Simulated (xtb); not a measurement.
# Geometry relaxation of C₃H₅Se (charge −1) (part 3 of 3)

The same run, continued: C₃H₅Se, charge −1; GFN1-xTB (xtb 6.7.1). The geometry comes from this level: GFN2-xTB.

Geometry of the input (Å):
```
C  -0.4227  1.2699  -0.3411
C  -0.1007  -0.0085  -0.4882
C  0.3722  -0.8461  0.6657
Se -0.2061  -0.8758  -2.1711
H  -0.7612  1.8694  -1.1679
H  -0.3545  1.7576  0.6233
H  -0.3973  -0.8970  1.4391
H  0.5978  -1.8560  0.3330
H  1.2726  -0.4136  1.1071
```

**The program's output, continued**
```
  Mulliken/CM5 charges         n(s)   n(p)   n(d)
     1C    -0.28561 -0.38408   1.012  3.273  0.000
     2C     0.00710 -0.01570   1.127  2.866  0.000
     3C    -0.09015 -0.23306   1.009  3.081  0.000
     4Se   -0.48508 -0.48176   1.951  4.574 -0.040
     5H    -0.03272  0.02045   1.033  0.000  0.000
     6H    -0.04042  0.01197   1.040  0.000  0.000
     7H    -0.02149  0.02964   1.021  0.000  0.000
     8H    -0.03002  0.02303   1.030  0.000  0.000
     9H    -0.02161  0.02952   1.022  0.000  0.000

Wiberg/Mayer (AO) data.
largest (>0.10) Wiberg bond orders for each atom

 ---------------------------------------------------------------------------
     #   Z sym  total        # sym  WBO       # sym  WBO       # sym  WBO
 ---------------------------------------------------------------------------
     1   6 C    3.887 --     2 C    1.693     5 H    0.982     6 H    0.977
                             4 Se   0.202
     2   6 C    3.958 --     1 C    1.693     4 Se   1.249     3 C    1.003
     3   6 C    3.982 --     2 C    1.003     8 H    0.989     9 H    0.982
                             7 H    0.982
     4  34 Se   1.573 --     2 C    1.249     1 C    0.202
     5   1 H    1.027 --     1 C    0.982
     6   1 H    1.007 --     1 C    0.977
     7   1 H    1.019 --     3 C    0.982
     8   1 H    1.067 --     3 C    0.989
     9   1 H    1.018 --     3 C    0.982
 ---------------------------------------------------------------------------

Topologies differ in total number of bonds
Writing topology from bond orders to xtbtopo.mol

 dipole moment from electron density (au)
     X       Y       Z
   0.4146   0.3290   2.4391  total (Debye):    6.344

           -------------------------------------------------
          |                Geometry Summary                 |
           -------------------------------------------------

      molecular mass/u    :      120.0313000
   center of mass at/Å    :       -0.1394314      -0.5643021      -1.4223611
  moments of inertia/u·Å² :        0.5210969E+02   0.1653955E+03   0.2143403E+03
rotational constants/cm⁻¹ :        0.3235028E+00   0.1019232E+00   0.7864890E-01

 * 7 selected distances

     #   Z          #   Z                                           value/Å
     1   6 C        2   6 C                                       1.3599680
     2   6 C        4  34 Se                                      1.8395076 (max)
     1   6 C        5   1 H                                       1.0844194 (min)
     1   6 C        6   1 H                                       1.0887354
     3   6 C        7   1 H                                       1.0972405
     3   6 C        8   1 H                                       1.0921846
     3   6 C        9   1 H                                       1.0972678

 * 3 distinct bonds (by element types)

   Z      Z             #   av. dist./Å        max./Å        min./Å
   1 H    6 C           5     1.0919695     1.0972678     1.0844194
   6 C    6 C           1     1.3599680     1.3599680     1.3599680
   6 C   34 Se          1     1.8395076     1.8395076     1.8395076
Molecule has the following symmetry elements: (sigma)
It seems to be the Cs point group

           -------------------------------------------------
          |               Frequency Printout                |
           -------------------------------------------------
 projected vibrational frequencies (cm⁻¹)
eigval :       -0.00    -0.00    -0.00    -0.00     0.00     0.00
eigval :      -52.33   305.80   338.43   429.48   586.09   610.11
eigval :      624.35   909.10   994.08  1002.66  1163.65  1373.75
eigval :     1383.89  1491.90  1501.64  1546.43  2958.21  2976.08
eigval :     3018.29  3039.42  3089.32
 reduced masses (amu)
   1: 35.29   2: 50.20   3: 60.55   4: 25.03   5: 52.59   6: 10.50   7:  1.68   8: 16.29
   9: 20.00  10: 10.45  11:  2.20  12: 19.50  13:  2.65  14:  6.64  15:  4.26  16:  4.79
  17:  8.76  18:  3.03  19:  3.57  20:  1.90  21:  1.58  22:  9.82  23:  1.38  24:  1.99
  25:  1.64  26:  1.85  27:  1.94
 IR intensities (km·mol⁻¹)
   1:  3.31   2:  3.09   3:  8.01   4:  3.13   5:  4.99   6:  4.91   7:  0.70   8:  2.25
   9:  3.80  10:  0.20  11: 29.20  12:  2.96  13: 35.31  14:  5.41  15:  7.10  16:  6.49
  17: 69.62  18:  8.72  19: 58.45  20: 19.94  21:  0.72  22:326.57  23: 58.93  24: 63.32
  25: 51.29  26: 41.66  27: 56.65
 Raman intensities (Ä⁴*amu⁻¹)
   1:  0.00   2:  0.00   3:  0.00   4:  0.00   5:  0.00   6:  0.00   7:  0.00   8:  0.00
   9:  0.00  10:  0.00  11:  0.00  12:  0.00  13:  0.00  14:  0.00  15:  0.00  16:  0.00
  17:  0.00  18:  0.00  19:  0.00  20:  0.00  21:  0.00  22:  0.00  23:  0.00  24:  0.00
  25:  0.00  26:  0.00  27:  0.00
 output can be read by thermo (or use thermo option).
 writing <g98.out> molden fake output.
 recommended (thermochemical) frequency scaling factor: 1.0
           -------------------------------------------------
          |             Thermodynamic Functions             |
           -------------------------------------------------

cs  symmetry found (for desy threshold:  0.10E+00) used in thermo

          ...................................................
          :                      SETUP                      :
          :.................................................:
          :  # frequencies                          20      :
          :  # imaginary freq.                       1      :
          :  linear?                             false      :
          :  only rotor calc.                    false      :
          :  symmetry                               cs      :
          :  rotational number                       1      :
          :  scaling factor                  1.0000000      :
          :  rotor cutoff                   50.0000000 cm⁻¹ :
          :  imag. cutoff                  -20.0000000 cm⁻¹ :
          :.................................................:

    mode    ω/cm⁻¹     T·S(HO)/kcal·mol⁻¹    T·S(FR)/kcal·mol⁻¹   T·S(vib)
   ------------------------------------------------------------------------
   ------------------------------------------------------------------------

   temp. (K)  partition function   enthalpy   heat capacity  entropy
                                   cal/mol     cal/K/mol   cal/K/mol   J/K/mol
 298.15  VIB   2.26                 1075.741      9.639      5.226
         ROT  0.104E+06              888.752      2.981     25.935
         INT  0.234E+06             1964.494     12.620     31.161
         TR   0.127E+28             1481.254      4.968     40.244
         TOT                        3445.7478    17.5877    71.4047   298.7572

       T/K    H(0)-H(T)+PV         H(T)/Eh          T*S/Eh         G(T)/Eh
   ------------------------------------------------------------------------
    298.15    0.549115E-02    0.723387E-01    0.339267E-01    0.384120E-01
   ------------------------------------------------------------------------

         :::::::::::::::::::::::::::::::::::::::::::::::::::::
         ::                  THERMODYNAMIC                  ::
         :::::::::::::::::::::::::::::::::::::::::::::::::::::
         :: total free energy         -12.497848205341 Eh   ::
         ::.................................................::
         :: total energy              -12.536260209331 Eh   ::
         :: zero point energy           0.066847528862 Eh   ::
         :: G(RRHO) w/o ZPVE           -0.028435524871 Eh   ::
         :: G(RRHO) contrib.            0.038412003991 Eh   ::
         :::::::::::::::::::::::::::::::::::::::::::::::::::::
imag cut-off (cm-1) :    5.00
 found            1  significant imaginary frequency
 writing imag mode distorted coords to xtbhess.xyz
 for further optimization.

optimized geometry written to: xtbopt.xyz

           -------------------------------------------------
          | TOTAL ENERGY              -12.536260209331 Eh   |
          | TOTAL ENTHALPY            -12.463921531862 Eh   |
          | TOTAL FREE ENERGY         -12.497848205341 Eh   |
          | GRADIENT NORM               0.000061484568 Eh/α |
          | HOMO-LUMO GAP               2.859101943150 eV   |
           -------------------------------------------------

------------------------------------------------------------------------
------------------------------------------------------------------------
 total:
 *  cpu-time:     0 d,  0 h,  0 min,  0.504 sec
 * ratio c/w:     1.000 speedup
 SCF:
 *  cpu-time:     0 d,  0 h,  0 min,  0.009 sec
 * ratio c/w:     1.000 speedup
 ANC optimizer:
 *  cpu-time:     0 d,  0 h,  0 min,  0.071 sec
 * ratio c/w:     1.000 speedup
 analytical hessian:
 *  cpu-time:     0 d,  0 h,  0 min,  0.416 sec
 * ratio c/w:     1.000 speedup
```

**File vibspectrum**
```
$vibrational spectrum
#  mode     symmetry     wave number   IR intensity    selection rules
#                         cm**(-1)      (km*mol⁻¹)        IR
     1                      -0.00         0.00000          -
     2                      -0.00         0.00000          -
     3                      -0.00         0.00000          -
     4                      -0.00         0.00000          -
     5                       0.00         0.00000          -
     6                       0.00         0.00000          -
     7        a            -52.33         0.70377         YES
     8        a            305.80         2.24594         YES
     9        a            338.43         3.79590         YES
    10        a            429.48         0.19784         YES
    11        a            586.09        29.20202         YES
    12        a            610.11         2.96478         YES
    13        a            624.35        35.31231         YES
    14        a            909.10         5.41108         YES
    15        a            994.08         7.10161         YES
    16        a           1002.66         6.48606         YES
    17        a           1163.65        69.62027         YES
    18        a           1373.75         8.72149         YES
    19        a           1383.89        58.44509         YES
    20        a           1491.90        19.93532         YES
    21        a           1501.64         0.71682         YES
    22        a           1546.43       326.56889         YES
    23        a           2958.21        58.93237         YES
    24        a           2976.08        63.32201         YES
    25        a           3018.29        51.28817         YES
    26        a           3039.42        41.65953         YES
    27        a           3089.32        56.64778         YES
$end
```

**File xtbopt.xyz**
```
9
 energy: -12.536260209331 gnorm: 0.000061485173 xtb: 6.7.1
C           -0.42031064451703        1.27313099195052       -0.32875258198196
C           -0.10596576196073       -0.03080909208502       -0.55334143646203
C            0.36712522712420       -0.83571646283451        0.65295548064253
Se          -0.19223539213497       -0.92631621841999       -2.15783888998476
H           -0.76467841025598        1.90889929442392       -1.13694490047705
H           -0.34727210326706        1.74520088124965        0.64959291486708
H           -0.40493190017007       -0.88158177090708        1.43126172963097
H            0.60106776298199       -1.85611621160979        0.34163223743087
H            1.26720122211238       -0.39670141178515        1.10142544635181
```

**Standard error**
```
normal termination of xtb
```

**Trajectory as extended XYZ (Å, eV, eV/Å), 8 frames, from step=0 to step=7**
```
9
Properties=species:S:1:pos:R:3 step=0 energy=-341.03430
C    -0.4227    1.2699   -0.3411
C    -0.1007   -0.0085   -0.4882
C     0.3722   -0.8461    0.6657
Se   -0.2061   -0.8758   -2.1711
H    -0.7612    1.8694   -1.1679
H    -0.3545    1.7576    0.6233
H    -0.3973   -0.8970    1.4391
H     0.5978   -1.8560    0.3330
H     1.2726   -0.4136    1.1071
9
Properties=species:S:1:pos:R:3 step=1 energy=-341.11300
C    -0.4237    1.2826   -0.3348
C    -0.1017   -0.0161   -0.5214
C     0.3694   -0.8413    0.6556
Se   -0.1922   -0.9226   -2.1500
H    -0.7656    1.8982   -1.1548
H    -0.3576    1.7693    0.6388
H    -0.3977   -0.8994    1.4372
H     0.5956   -1.8540    0.3214
H     1.2735   -0.4166    1.1080
9
Properties=species:S:1:pos:R:3 step=2 energy=-341.12802
C    -0.4229    1.2744   -0.3311
C    -0.1078   -0.0330   -0.5489
C     0.3673   -0.8369    0.6543
Se   -0.1915   -0.9173   -2.1583
H    -0.7652    1.9055   -1.1442
H    -0.3491    1.7553    0.6455
H    -0.4002   -0.8878    1.4388
H     0.5990   -1.8564    0.3378
H     1.2704   -0.4038    1.1060
9
Properties=species:S:1:pos:R:3 step=3 energy=-341.12881
C    -0.4197    1.2751   -0.3293
C    -0.1024   -0.0297   -0.5520
C     0.3676   -0.8362    0.6525
Se   -0.1938   -0.9262   -2.1553
H    -0.7653    1.9078   -1.1395
H    -0.3513    1.7501    0.6489
H    -0.4041   -0.8837    1.4319
H     0.6003   -1.8565    0.3389
H     1.2687   -0.4008    1.1039
9
Properties=species:S:1:pos:R:3 step=4 energy=-341.12896
C    -0.4212    1.2736   -0.3279
C    -0.1079   -0.0307   -0.5523
C     0.3668   -0.8359    0.6524
Se   -0.1898   -0.9273   -2.1570
H    -0.7645    1.9088   -1.1370
H    -0.3469    1.7469    0.6495
H    -0.4043   -0.8816    1.4317
H     0.6001   -1.8566    0.3409
H     1.2676   -0.3971    1.0996
9
Properties=species:S:1:pos:R:3 step=5 energy=-341.12900
C    -0.4198    1.2728   -0.3288
C    -0.1047   -0.0309   -0.5538
C     0.3673   -0.8356    0.6532
Se   -0.1934   -0.9252   -2.1587
H    -0.7647    1.9083   -1.1371
H    -0.3481    1.7447    0.6496
H    -0.4051   -0.8810    1.4312
H     0.6010   -1.8562    0.3424
H     1.2674   -0.3969    1.1019
9
Properties=species:S:1:pos:R:3 step=6 energy=-341.12902
C    -0.4203    1.2732   -0.3287
C    -0.1059   -0.0308   -0.5533
C     0.3671   -0.8358    0.6529
Se   -0.1921   -0.9261   -2.1577
H    -0.7647    1.9088   -1.1371
H    -0.3475    1.7454    0.6496
H    -0.4048   -0.8815    1.4314
H     0.6009   -1.8562    0.3416
H     1.2673   -0.3969    1.1014
9
Properties=species:S:1:pos:R:3 step=7 energy=-341.12902
C    -0.4203    1.2731   -0.3287
C    -0.1060   -0.0308   -0.5533
C     0.3671   -0.8357    0.6530
Se   -0.1922   -0.9263   -2.1578
H    -0.7647    1.9089   -1.1369
H    -0.3473    1.7452    0.6496
H    -0.4049   -0.8816    1.4313
H     0.6011   -1.8561    0.3416
H     1.2672   -0.3967    1.1014
```

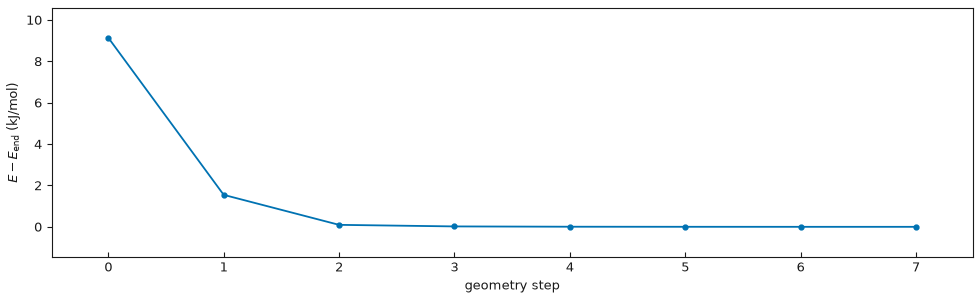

Figure 1. Progress of the relaxation, step by step (steps are counted from 0).

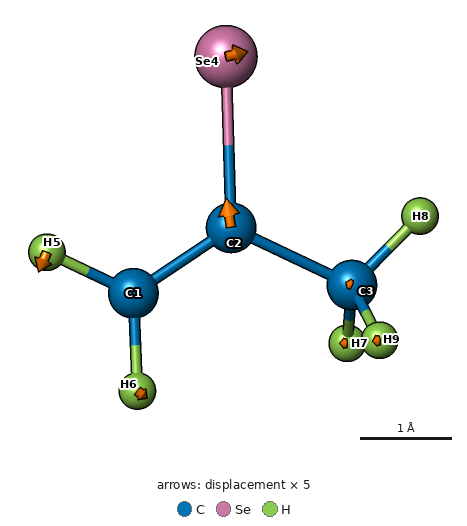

Figure 2. The starting structure with the displacements as orange arrows, magnified 5 times (ball-and-stick view, seen at a tilt). The two geometries are laid on each other by the best rigid fit. The atom that moves furthest after the best rigid fit is C2 (0.069 Å). By element the largest moves are C 0.069 Å, Se 0.054 Å, H 0.050 Å. Among the contacts that change: C2–Se4 1.896 → 1.840 Å, C1–C2 1.327 → 1.360 Å, C2–C3 1.502 → 1.525 Å, C1–H5 1.076 → 1.084 Å. Among the angles that change: C1–C2–C3 121.9° → 116.6°, C1–C2–Se4 121.7° → 126.9°, C2–C1–H6 121.2° → 123.3°. Over 7 geometry steps the energy falls by 9.14 kJ/mol. (Atoms are counted from 1 in the order of the input.)

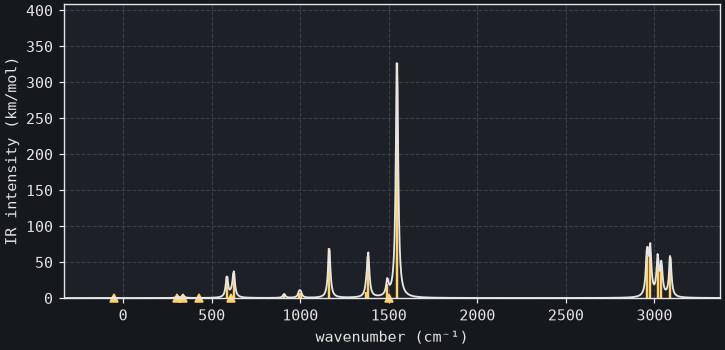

Figure 3. Harmonic infrared spectrum, unscaled: sticks (degenerate modes added up, dark ones marked on the axis) with a Lorentzian envelope of 16 cm⁻¹ full width, scaled to the tallest stick; imaginary modes are drawn at negative wavenumbers. 21 modes from 52i to 3089 cm⁻¹, 1 imaginary beyond 8i (52i cm⁻¹): not a clean minimum; so soft a mode can be a shallow saddle, an incomplete relaxation or noise of the force constants. The strongest line is at 1546 cm⁻¹ (327 km/mol).

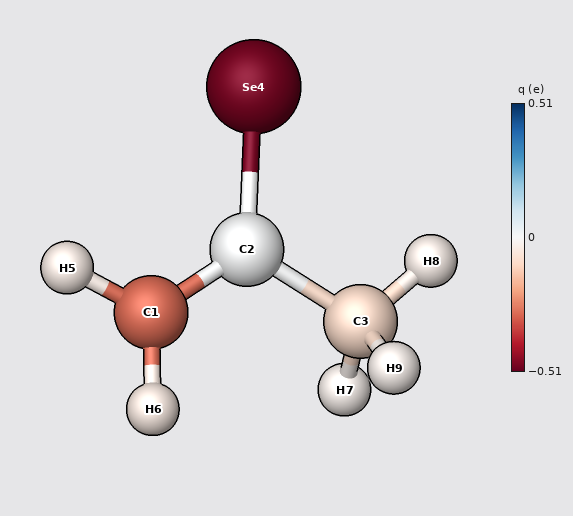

Figure 4. Mulliken charges, as the colour of each atom (ball-and-stick view, seen at a tilt; atoms are numbered from 1 in the order of the input). By element: C −0.29 to +0.01, Se −0.49 and H −0.04 to −0.02 e.

**Results in brief**

| quantity | value |
| --- | --- |
| outcome | converged |
| electrons treated | 24 |
| total energy | −12.536260 hartree |
| dispersion energy | −0.002998 hartree |
| basis functions | 32 |
| HOMO | −2.58 eV |
| LUMO | 0.27 eV |
| zero-point energy | 0.066848 hartree |
| wavenumbers, lowest and highest | 52i and 3089 cm⁻¹ |
| hardware | 1 thread of Intel Xeon @ 2.50GHz (Skylake/Cascade Lake), 16 GiB of memory available, shared host |
| wall time | 0.53 s |
| peak memory | 0.069 GiB |
